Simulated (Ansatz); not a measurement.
# A family of molecules: the HOMO–LUMO gap

One atom is swapped for its congeners: CH8BN `[BH3-][NH2+]C`; CH8AlN `C[NH2+][AlH3-]`; CH8GaN `C[NH2+][GaH3-]`. All are singlets with charge 0.

Shapes, held fixed at every level: PBE0-D4/def2-TZVP. Programs: Ansatz 0.2.0. Values in eV.

| level | CH8BN | CH8AlN | CH8GaN |
| --- | --- | --- | --- |
| PBE-D4/def2-TZVPP | 5.77 | 5.21 | 5.39 |
| B3LYP-D4/def2-TZVPP | 7.43 | 6.79 | 6.94 |
| BHLYP-D4/def2-TZVPP | 9.91 | 9.15 | 9.27 |
| r2SCAN0-D4/def2-TZVPP | 8.66 | 7.87 | 8.02 |
| wB97X-V/def2-TZVPP | 12.37 | 11.62 | 11.75 |
| wB97M-V/def2-TZVPP | 11.73 | 10.97 | 11.16 |

At wB97M-V/def2-TZVPP the HOMO–LUMO gap isn't monotonic: it is largest for B and smallest for Al (11.73 and 10.97 eV). Every level shows the same order. Relativity is left out for Ga unless named. Orbital gaps aren't excitation energies, and the LUMO depends on the basis.

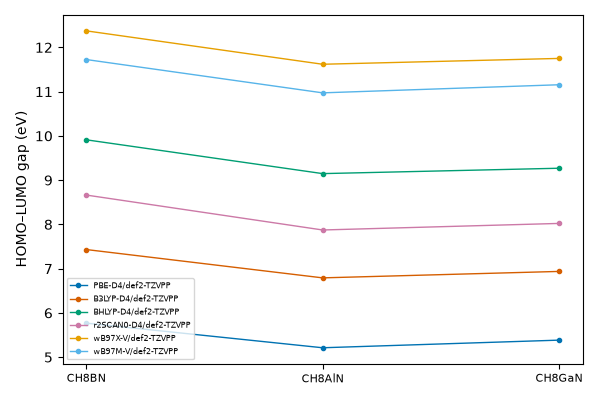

The trend along the series, level by level.
